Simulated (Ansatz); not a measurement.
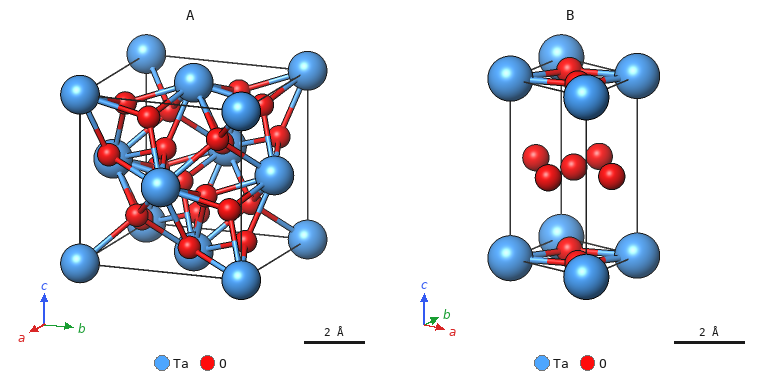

Two structures of TaO5, each relaxed to rest (conventional cells in solid outline, small ones repeated, not to one scale). Method: DFT PBE, scalar-relativistic, plane waves, PAW in Ansatz 0.2.0, without spin polarisation.

Describe A and B.

A: 24 atoms a cell on a face-centred cubic lattice, F-43m. B: CaCu₅ type, P6/mmm.

What is the energy order of the two?

B is lower, by 341 meV/atom at this level of theory (energies at zero smearing). Volumes: A 8.2, B 10.2 Å³/atom.

One or both may be structure types tried for this composition rather than known phases.
